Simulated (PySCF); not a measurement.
# In+: excitation energies in x2c-TZVPPall, part 2 of 2

Aim: the excitation energy of indium from differences of total energies, at each level of theory, and how far each lands from the tabulated value where there is one.

PySCF 2.14.0; x2c-TZVPPall, scalar relativity by spin-free X2C-1e. The scripts are equivalent inputs of a driver's runs. The steps go on from the part before.

## 4. In+ [Kr] 4d10 5s1 5p1, s spin flipped: the ladder of methods

UHF:

Input file input.py:

```python
from pyscf import gto, scf, dft, mp, cc
import basis_set_exchange as bse
mol = gto.M(atom="In 0 0 0", charge=1, spin=0, symmetry="D2h",
            basis=gto.basis.parse(bse.get_basis("x2c-TZVPPall", elements=["In"], fmt="nwchem")),
            nucmod="G")
mf = scf.UHF(mol).sfx2c1e()
mf.irrep_nelec = {'Ag': (8, 9), 'B1g': (2, 2), 'B2g': (2, 2), 'B3g': (2, 2), 'B1u': (3, 3), 'B2u': (4, 3), 'B3u': (3, 3)}
mf.kernel()
```

Standard output:

```text
damping factor = 0
level_shift factor = 0
DIIS = <class 'pyscf.scf.diis.CDIIS'>
diis_start_cycle = 1
diis_space = 10
diis_damp = 0
SCF conv_tol = 1e-09
SCF conv_tol_grad = None
number electrons alpha = 24  beta = 24
cycle= 1 E= -5877.82962441276  delta_E= -0.00099  |g|= 0.00858  |ddm|= 0.0477
cycle= 2 E= -5877.82972572795  delta_E= -0.000101  |g|= 0.00332  |ddm|= 0.0149
cycle= 3 E= -5877.82974476292  delta_E= -1.9e-05  |g|= 0.000628  |ddm|= 0.0097
cycle= 4 E= -5877.82974536533  delta_E= -6.02e-07  |g|= 0.000209  |ddm|= 0.00225
cycle= 5 E= -5877.82974540641  delta_E= -4.11e-08  |g|= 6.81e-05  |ddm|= 0.000576
cycle= 6 E= -5877.82974541116  delta_E= -4.75e-09  |g|= 5.96e-06  |ddm|= 0.000227
cycle= 7 E= -5877.8297454112  delta_E= -4.55e-11  |g|= 6.76e-07  |ddm|= 2.35e-05
converged SCF energy = -5877.8297454112  <S^2> = 1.0003314  2S+1 = 2.2363644
```

CPU time 7.7 s on a shared host, the integrals not counted.

The occupied shells:

```csv
shell,electrons,mean orbital energy (eV),spread (eV),rms radius (bohr)
1s β,1,-28089.6,0,0.0340
1s α,1,-28089.6,0,0.0340
2s β,1,-4304.3,0,0.139
2s α,1,-4304.2,0,0.139
2p α,3,-3859.5,0.017,0.124
2p β,3,-3859.4,0.036,0.124
3s β,1,-863.30,0,0.371
3s α,1,-863.16,0,0.371
3p β,3,-713.66,0.108,0.372
3p α,3,-713.64,0.006,0.372
3d α,5,-480.93,0.075,0.352
3d β,5,-480.93,0.088,0.352
4s β,1,-153.64,0,0.908
4s α,1,-153.35,0,0.908
4p β,3,-106.65,0.320,0.990
4p α,3,-106.63,0.066,0.990
4d β,5,-36.786,0.402,1.27
4d α,5,-36.657,0.257,1.27
5s β,1,-18.663,0,2.67
5p α,1,-11.176,0,3.68
```

⟨S²⟩ = 1.000, ⟨L²⟩ = 2.01.

Spin-orbit constants on these orbitals (cm⁻¹; bare nucleus, screened nucleus, mean field): 5p 1681, 1613, 1568.

With the s spin flipped the determinant is a mixture of two multiplicities, not a spectroscopic state.

LDA:

Changes to input.py:

```diff
@@ -5,3 +5,3 @@
             nucmod="G")
-mf = scf.UHF(mol).sfx2c1e()
+mf = dft.UKS(mol, xc="LDA,VWN").sfx2c1e()
 mf.irrep_nelec = {'Ag': (8, 9), 'B1g': (2, 2), 'B2g': (2, 2), 'B3g': (2, 2), 'B1u': (3, 3), 'B2u': (4, 3), 'B3u': (3, 3)}
```

Standard output:

```text
damping factor = 0
level_shift factor = 0
DIIS = <class 'pyscf.scf.diis.CDIIS'>
diis_start_cycle = 1
diis_space = 10
diis_damp = 0
SCF conv_tol = 1e-09
SCF conv_tol_grad = None
number electrons alpha = 24  beta = 24
XC functionals = LDA,VWN
    P. A. M. Dirac.,  Math. Proc. Cambridge Philos. Soc. 26, 376 (1930)
    F. Bloch.,  Z. Phys. 57, 545 (1929)
    S. H. Vosko, L. Wilk, and M. Nusair.,  Can. J. Phys. 58, 1200 (1980)
cycle= 1 E= -5874.62338390048  delta_E= -0.0233  |g|= 0.0905  |ddm|= 0.412
cycle= 2 E= -5874.62308767248  delta_E= 0.000296  |g|= 0.0861  |ddm|= 0.104
cycle= 3 E= -5874.62450792271  delta_E= -0.00142  |g|= 0.00836  |ddm|= 0.0673
cycle= 4 E= -5874.624523985  delta_E= -1.61e-05  |g|= 0.000199  |ddm|= 0.00736
cycle= 5 E= -5874.62452399666  delta_E= -1.17e-08  |g|= 8.23e-06  |ddm|= 0.000313
cycle= 6 E= -5874.6245239967  delta_E= -3.73e-11  |g|= 3.16e-07  |ddm|= 1.59e-05
converged SCF energy = -5874.6245239967  <S^2> = 1.000085  2S+1 = 2.236144
```

It used 0.41 s of CPU time after the integrals (shared host).

PBE:

Changes to input.py:

```diff
@@ -5,3 +5,3 @@
             nucmod="G")
-mf = dft.UKS(mol, xc="LDA,VWN").sfx2c1e()
+mf = dft.UKS(mol, xc="PBE").sfx2c1e()
 mf.irrep_nelec = {'Ag': (8, 9), 'B1g': (2, 2), 'B2g': (2, 2), 'B3g': (2, 2), 'B1u': (3, 3), 'B2u': (4, 3), 'B3u': (3, 3)}
```

Standard output:

```text
damping factor = 0
level_shift factor = 0
DIIS = <class 'pyscf.scf.diis.CDIIS'>
diis_start_cycle = 1
diis_space = 10
diis_damp = 0
SCF conv_tol = 1e-09
SCF conv_tol_grad = None
number electrons alpha = 24  beta = 24
XC functionals = PBE
    J. P. Perdew, K. Burke, and M. Ernzerhof.,  Phys. Rev. Lett. 77, 3865 (1996)
    J. P. Perdew, K. Burke, and M. Ernzerhof.,  Phys. Rev. Lett. 78, 1396 (1997)
    J. P. Perdew, K. Burke, and M. Ernzerhof.,  Phys. Rev. Lett. 77, 3865 (1996)
    J. P. Perdew, K. Burke, and M. Ernzerhof.,  Phys. Rev. Lett. 78, 1396 (1997)
cycle= 1 E= -5880.0507433139  delta_E= -0.0156  |g|= 0.0584  |ddm|= 0.336
cycle= 2 E= -5880.05067026949  delta_E= 7.3e-05  |g|= 0.0522  |ddm|= 0.0653
cycle= 3 E= -5880.05118945068  delta_E= -0.000519  |g|= 0.00622  |ddm|= 0.0423
cycle= 4 E= -5880.05119843237  delta_E= -8.98e-06  |g|= 0.00015  |ddm|= 0.00549
cycle= 5 E= -5880.05119844089  delta_E= -8.52e-09  |g|= 1.48e-05  |ddm|= 0.000305
cycle= 6 E= -5880.05119844097  delta_E= -8.09e-11  |g|= 3.02e-07  |ddm|= 2.29e-05
converged SCF energy = -5880.05119844097  <S^2> = 1.0001446  2S+1 = 2.2361973
```

CPU time 0.77 s on a shared host, the integrals not counted.

PBE0:

Changes to input.py:

```diff
@@ -5,3 +5,3 @@
             nucmod="G")
-mf = dft.UKS(mol, xc="PBE").sfx2c1e()
+mf = dft.UKS(mol, xc="PBE0").sfx2c1e()
 mf.irrep_nelec = {'Ag': (8, 9), 'B1g': (2, 2), 'B2g': (2, 2), 'B3g': (2, 2), 'B1u': (3, 3), 'B2u': (4, 3), 'B3u': (3, 3)}
```

Standard output:

```text
damping factor = 0
level_shift factor = 0
DIIS = <class 'pyscf.scf.diis.CDIIS'>
diis_start_cycle = 1
diis_space = 10
diis_damp = 0
SCF conv_tol = 1e-09
SCF conv_tol_grad = None
number electrons alpha = 24  beta = 24
XC functionals = PBE0
    C. Adamo and V. Barone.,  J. Chem. Phys. 110, 6158 (1999)
    M. Ernzerhof and G. E. Scuseria.,  J. Chem. Phys. 110, 5029 (1999)
cycle= 1 E= -5880.13135962817  delta_E= -0.00923  |g|= 0.0275  |ddm|= 0.25
cycle= 2 E= -5880.13146515119  delta_E= -0.000106  |g|= 0.0148  |ddm|= 0.0405
cycle= 3 E= -5880.13150512617  delta_E= -4e-05  |g|= 0.00413  |ddm|= 0.0138
cycle= 4 E= -5880.13150916662  delta_E= -4.04e-06  |g|= 0.000222  |ddm|= 0.00396
cycle= 5 E= -5880.13150922813  delta_E= -6.15e-08  |g|= 1.6e-05  |ddm|= 0.000962
cycle= 6 E= -5880.1315092284  delta_E= -2.7e-10  |g|= 7.03e-07  |ddm|= 8.2e-05
converged SCF energy = -5880.1315092284  <S^2> = 1.0001683  2S+1 = 2.2362185
```

It used 0.89 s of CPU time after the integrals (shared host).

r2SCAN:

Changes to input.py:

```diff
@@ -5,3 +5,3 @@
             nucmod="G")
-mf = dft.UKS(mol, xc="PBE0").sfx2c1e()
+mf = dft.UKS(mol, xc="R2SCAN").sfx2c1e()
 mf.irrep_nelec = {'Ag': (8, 9), 'B1g': (2, 2), 'B2g': (2, 2), 'B3g': (2, 2), 'B1u': (3, 3), 'B2u': (4, 3), 'B3u': (3, 3)}
```

Standard output:

```text
damping factor = 0
level_shift factor = 0
DIIS = <class 'pyscf.scf.diis.CDIIS'>
diis_start_cycle = 1
diis_space = 10
diis_damp = 0
SCF conv_tol = 1e-09
SCF conv_tol_grad = None
number electrons alpha = 24  beta = 24
XC functionals = R2SCAN
    J. W. Furness, A. D. Kaplan, J. Ning, J. P. Perdew, and J. Sun.,  J. Phys. Chem. Lett. 11, 8208-8215 (2020)
    J. W. Furness, A. D. Kaplan, J. Ning, J. P. Perdew, and J. Sun.,  J. Phys. Chem. Lett. 11, 9248-9248 (2020)
    J. W. Furness, A. D. Kaplan, J. Ning, J. P. Perdew, and J. Sun.,  J. Phys. Chem. Lett. 11, 8208-8215 (2020)
    J. W. Furness, A. D. Kaplan, J. Ning, J. P. Perdew, and J. Sun.,  J. Phys. Chem. Lett. 11, 9248-9248 (2020)
cycle= 1 E= -5880.47962533883  delta_E= -0.00989  |g|= 0.0357  |ddm|= 0.278
cycle= 2 E= -5880.47972079399  delta_E= -9.55e-05  |g|= 0.0252  |ddm|= 0.0589
cycle= 3 E= -5880.47983878497  delta_E= -0.000118  |g|= 0.00507  |ddm|= 0.02
cycle= 4 E= -5880.4798450135  delta_E= -6.23e-06  |g|= 0.000275  |ddm|= 0.00561
cycle= 5 E= -5880.47984508826  delta_E= -7.48e-08  |g|= 1.75e-05  |ddm|= 0.000812
cycle= 6 E= -5880.4798450887  delta_E= -4.45e-10  |g|= 2.31e-06  |ddm|= 8.47e-05
converged SCF energy = -5880.4798450887  <S^2> = 1.0004412  2S+1 = 2.2364626
```

CPU time 1.5 s on a shared host, the integrals not counted.

B2PLYP:

Changes to input.py:

```diff
@@ -5,3 +5,3 @@
             nucmod="G")
-mf = dft.UKS(mol, xc="R2SCAN").sfx2c1e()
+mf = dft.UKS(mol, xc="0.53*HF + 0.47*B88, 0.73*LYP").sfx2c1e()
 mf.irrep_nelec = {'Ag': (8, 9), 'B1g': (2, 2), 'B2g': (2, 2), 'B3g': (2, 2), 'B1u': (3, 3), 'B2u': (4, 3), 'B3u': (3, 3)}
```

Standard output:

```text
damping factor = 0
level_shift factor = 0
DIIS = <class 'pyscf.scf.diis.CDIIS'>
diis_start_cycle = 1
diis_space = 10
diis_damp = 0
SCF conv_tol = 1e-09
SCF conv_tol_grad = None
number electrons alpha = 24  beta = 24
XC functionals = 0.53*HF + 0.47*B88, 0.73*LYP
    A. D. Becke.,  Phys. Rev. A 38, 3098 (1988)
    C. Lee, W. Yang, and R. G. Parr.,  Phys. Rev. B 37, 785 (1988)
    B. Miehlich, A. Savin, H. Stoll, and H. Preuss.,  Chem. Phys. Lett. 157, 200 (1989)
cycle= 1 E= -5879.79386738186  delta_E= -0.00464  |g|= 0.0228  |ddm|= 0.149
cycle= 2 E= -5879.7940090747  delta_E= -0.000142  |g|= 0.0116  |ddm|= 0.041
cycle= 3 E= -5879.79403977534  delta_E= -3.07e-05  |g|= 0.00274  |ddm|= 0.0105
cycle= 4 E= -5879.79404334461  delta_E= -3.57e-06  |g|= 0.000342  |ddm|= 0.00525
cycle= 5 E= -5879.79404348125  delta_E= -1.37e-07  |g|= 4.31e-05  |ddm|= 0.00144
cycle= 6 E= -5879.79404348428  delta_E= -3.03e-09  |g|= 4.25e-06  |ddm|= 0.000274
cycle= 7 E= -5879.79404348431  delta_E= -2.46e-11  |g|= 4.93e-07  |ddm|= 1.51e-05
converged SCF energy = -5879.79404348431  <S^2> = 1.000168  2S+1 = 2.2362182
```

CPU time 1.1 s on a shared host, the integrals not counted.

Script and log cover the SCF part. The PT2 part, added by the driver, -0.02961 hartree before scaling by 0.27, brings the total to -5879.802038 hartree.

M06-L:

Changes to input.py:

```diff
@@ -5,3 +5,3 @@
             nucmod="G")
-mf = dft.UKS(mol, xc="0.53*HF + 0.47*B88, 0.73*LYP").sfx2c1e()
+mf = dft.UKS(mol, xc="M06L").sfx2c1e()
 mf.irrep_nelec = {'Ag': (8, 9), 'B1g': (2, 2), 'B2g': (2, 2), 'B3g': (2, 2), 'B1u': (3, 3), 'B2u': (4, 3), 'B3u': (3, 3)}
```

Standard output:

```text
damping factor = 0
level_shift factor = 0
DIIS = <class 'pyscf.scf.diis.CDIIS'>
diis_start_cycle = 1
diis_space = 10
diis_damp = 0
SCF conv_tol = 1e-09
SCF conv_tol_grad = None
number electrons alpha = 24  beta = 24
XC functionals = M06L
    Y. Zhao and D. G. Truhlar.,  J. Chem. Phys. 125, 194101 (2006)
    Y. Zhao and D. G. Truhlar.,  J. Chem. Phys. 125, 194101 (2006)
    Y. Zhao and D. G. Truhlar.,  Theor. Chem. Acc. 120, 215 (2008)
cycle= 1 E= -5880.37927167488  delta_E= -0.00779  |g|= 0.0159  |ddm|= 0.314
cycle= 2 E= -5880.3793238532  delta_E= -5.22e-05  |g|= 0.0144  |ddm|= 0.028
cycle= 3 E= -5880.37936942342  delta_E= -4.56e-05  |g|= 0.00169  |ddm|= 0.0119
cycle= 4 E= -5880.37937068729  delta_E= -1.26e-06  |g|= 0.000218  |ddm|= 0.00369
cycle= 5 E= -5880.37937078477  delta_E= -9.75e-08  |g|= 1.85e-05  |ddm|= 0.0016
cycle= 6 E= -5880.37937078548  delta_E= -7.08e-10  |g|= 1.05e-06  |ddm|= 0.000169
converged SCF energy = -5880.37937078548  <S^2> = 1.0002098  2S+1 = 2.2362556
```

It used 1.5 s of CPU time after the integrals (shared host).

wB97M-V:

Changes to input.py:

```diff
@@ -5,3 +5,3 @@
             nucmod="G")
-mf = dft.UKS(mol, xc="M06L").sfx2c1e()
+mf = dft.UKS(mol, xc="WB97M_V").sfx2c1e()
 mf.irrep_nelec = {'Ag': (8, 9), 'B1g': (2, 2), 'B2g': (2, 2), 'B3g': (2, 2), 'B1u': (3, 3), 'B2u': (4, 3), 'B3u': (3, 3)}
```

Standard output:

```text
damping factor = 0
level_shift factor = 0
DIIS = <class 'pyscf.scf.diis.CDIIS'>
diis_start_cycle = 1
diis_space = 10
diis_damp = 0
SCF conv_tol = 1e-09
SCF conv_tol_grad = None
number electrons alpha = 24  beta = 24
XC functionals = WB97M_V
    N. Mardirossian and M. Head-Gordon.,  J. Chem. Phys. 144, 214110 (2016)
NLC functional = WB97M_V
cycle= 1 E= -5880.06724526687  delta_E= -0.00807  |g|= 0.0357  |ddm|= 0.192
cycle= 2 E= -5880.0676818585  delta_E= -0.000437  |g|= 0.0195  |ddm|= 0.0718
cycle= 3 E= -5880.06777974815  delta_E= -9.79e-05  |g|= 0.00434  |ddm|= 0.0177
cycle= 4 E= -5880.06779788876  delta_E= -1.81e-05  |g|= 0.000766  |ddm|= 0.0138
cycle= 5 E= -5880.06779873551  delta_E= -8.47e-07  |g|= 0.000107  |ddm|= 0.00384
cycle= 6 E= -5880.06779876057  delta_E= -2.51e-08  |g|= 1.22e-05  |ddm|= 0.00101
cycle= 7 E= -5880.06779876083  delta_E= -2.54e-10  |g|= 2.01e-06  |ddm|= 7.37e-05
converged SCF energy = -5880.06779876083  <S^2> = 1.0001087  2S+1 = 2.2361652
```

CPU time 3.5 s on a shared host, the integrals not counted.

CAM-B3LYP:

Changes to input.py:

```diff
@@ -5,3 +5,3 @@
             nucmod="G")
-mf = dft.UKS(mol, xc="WB97M_V").sfx2c1e()
+mf = dft.UKS(mol, xc="CAMB3LYP").sfx2c1e()
 mf.irrep_nelec = {'Ag': (8, 9), 'B1g': (2, 2), 'B2g': (2, 2), 'B3g': (2, 2), 'B1u': (3, 3), 'B2u': (4, 3), 'B3u': (3, 3)}
```

Standard output:

```text
damping factor = 0
level_shift factor = 0
DIIS = <class 'pyscf.scf.diis.CDIIS'>
diis_start_cycle = 1
diis_space = 10
diis_damp = 0
SCF conv_tol = 1e-09
SCF conv_tol_grad = None
number electrons alpha = 24  beta = 24
XC functionals = CAMB3LYP
    T. Yanai, D. P. Tew, and N. C. Handy.,  Chem. Phys. Lett. 393, 51 (2004)
cycle= 1 E= -5880.77843621099  delta_E= -0.0117  |g|= 0.0438  |ddm|= 0.232
cycle= 2 E= -5880.77873977669  delta_E= -0.000304  |g|= 0.028  |ddm|= 0.073
cycle= 3 E= -5880.77889171107  delta_E= -0.000152  |g|= 0.00428  |ddm|= 0.0217
cycle= 4 E= -5880.77889963211  delta_E= -7.92e-06  |g|= 0.000485  |ddm|= 0.00776
cycle= 5 E= -5880.77889997989  delta_E= -3.48e-07  |g|= 5.11e-05  |ddm|= 0.00233
cycle= 6 E= -5880.77889998501  delta_E= -5.12e-09  |g|= 3.97e-06  |ddm|= 0.000427
cycle= 7 E= -5880.77889998504  delta_E= -2.82e-11  |g|= 6.12e-07  |ddm|= 1.71e-05
converged SCF energy = -5880.77889998504  <S^2> = 1.000107  2S+1 = 2.2361637
```

CPU time 2.4 s on a shared host, the integrals not counted.

## 5. In+ [Kr] 4d10 5s1 5p1, s spin flipped, continued

MP2 (valence):

input.py: that of step 4 with these lines changed.

```diff
@@ -5,4 +5,5 @@
             nucmod="G")
-mf = dft.UKS(mol, xc="CAMB3LYP").sfx2c1e()
+mf = scf.UHF(mol).sfx2c1e()
 mf.irrep_nelec = {'Ag': (8, 9), 'B1g': (2, 2), 'B2g': (2, 2), 'B3g': (2, 2), 'B1u': (3, 3), 'B2u': (4, 3), 'B3u': (3, 3)}
 mf.kernel()
+mp.UMP2(mf, frozen=23).kernel()
```

No log was kept for this step.

CPU time 0.05 s on a shared host, the integrals not counted.

With 2 electrons correlated, the MP2 correlation energy is -0.01931 hartree (0.00000 same spin, -0.01931 opposite spin); the SCS form gives -0.02317. Largest pairs of shells: 5s-5p -0.0193, 5s-5s 0.0000, 5p-5p 0.0000.

MP2 (valence and next inner shell):

Changes to input.py:

```diff
@@ -8,2 +8,2 @@
 mf.kernel()
-mp.UMP2(mf, frozen=23).kernel()
+mp.UMP2(mf, frozen=14).kernel()
```

The driver printed no log here.

It used 0.12 s of CPU time after the integrals (shared host).

With 20 electrons correlated, the MP2 correlation energy is -0.33990 hartree (-0.11637 same spin, -0.22353 opposite spin); the SCS form gives -0.30703. Largest pairs of shells: 4d-4d -0.1666, 4p-4d -0.0545, 4d-5s -0.0355, 4d-5p -0.0210, 5s-5p -0.0193.

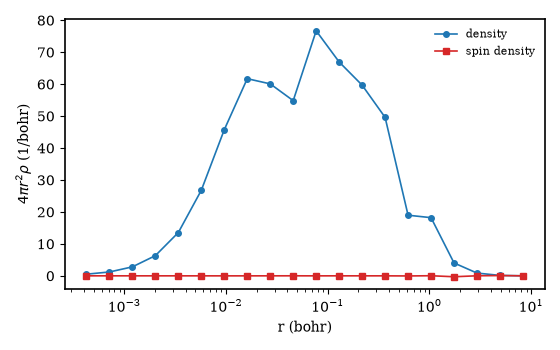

Radial density 4πr²ρ of In+ at UHF, without picture-change correction, at 20 stored radii joined by straight lines.

## 6. Orbital energies side by side

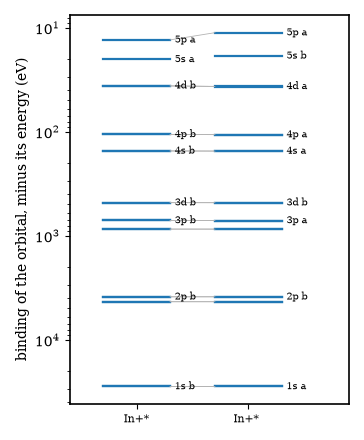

Hartree-Fock orbital energies of the states on a logarithmic scale (a, b: spin up and down; * marks an excited configuration).

## 7. Differences of total energies

Excitation energy: In+ [Kr] 4d10 5s2 (1S) → In+ [Kr] 4d10 5s1 5p1 (3P).

```csv
method,value (eV),error (eV)
UHF,4.135,-1.396
LDA,6.000,+0.469
PBE,5.733,+0.202
PBE0,5.412,-0.119
r2SCAN,5.323,-0.208
B2PLYP,5.380,-0.151
M06-L,5.842,+0.311
wB97M-V,5.488,-0.043
CAM-B3LYP,5.600,+0.070
MP2 (valence),4.702,-0.829
SCS-MP2 (valence),4.862,-0.669
MP2 (valence and next inner shell),5.559,+0.028
SCS-MP2 (valence and next inner shell),5.612,+0.081
```

Reference: 5.531 eV (measured; NIST levels, between the centres of gravity of the two terms). Errors of the correlated levels include the incompleteness of this basis.

Excitation energy: In+ [Kr] 4d10 5s2 (1S) → In+ [Kr] 4d10 5s1 5p1, s spin flipped.

```csv
method,value (eV)
UHF,5.978
LDA,6.610
PBE,6.395
PBE0,6.340
r2SCAN,6.308
B2PLYP,6.287
M06-L,6.432
wB97M-V,6.428
CAM-B3LYP,6.479
MP2 (valence),6.074
SCS-MP2 (valence),6.094
MP2 (valence and next inner shell),6.579
SCS-MP2 (valence and next inner shell),6.536
```

The upper determinant mixes two multiplicities, so it lies between the two terms.

The differences also use runs on In+ [Kr] 4d10 5s2 (1S), which are not shown here.

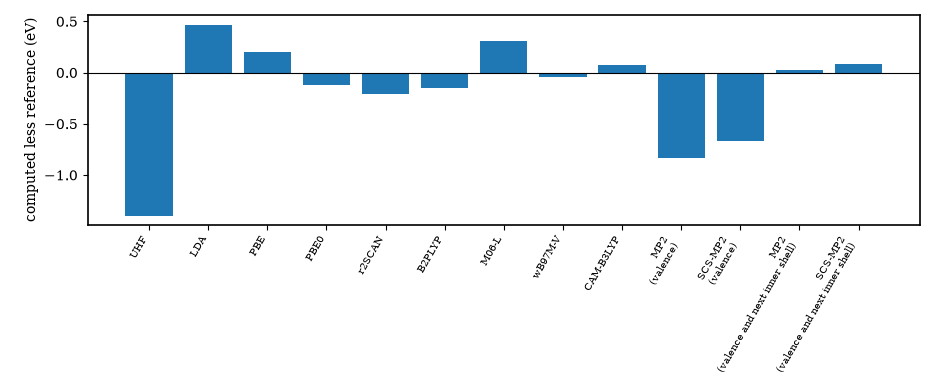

Computed less reference values by method.

## 8. Summary of results

What follows sums up all 2 parts.

| quantity | value |
| --- | --- |
| excitation energy, In+ → [Kr] 4d10 5s1 5p1 | UHF 4.135, MP2 (valence and next inner shell) 5.559 eV; reference 5.531 |
| excitation energy, In+ → [Kr] 4d10 5s1 5p1, s spin flipped | UHF 5.978, MP2 (valence and next inner shell) 6.579 eV |

Each level's miss (mean over 1 difference):

```csv
method,mean absolute miss against the measured value (with the measured fine structure taken into account where it is known) (eV)
UHF,1.396
LDA,0.469
PBE,0.202
PBE0,0.119
r2SCAN,0.208
B2PLYP,0.151
M06-L,0.311
wB97M-V,0.043
CAM-B3LYP,0.070
MP2 (valence),0.829
SCS-MP2 (valence),0.669
MP2 (valence and next inner shell),0.028
SCS-MP2 (valence and next inner shell),0.081
```

MP2 (valence and next inner shell) lands nearest to the measured value (off by 0.03 eV), level with wB97M-V; UHF misses by most (1.40 eV). In a finite basis a lower level can come nearest by cancelling errors. PBE is off by +0.20 eV. The basis is finite, and no extrapolation was made.
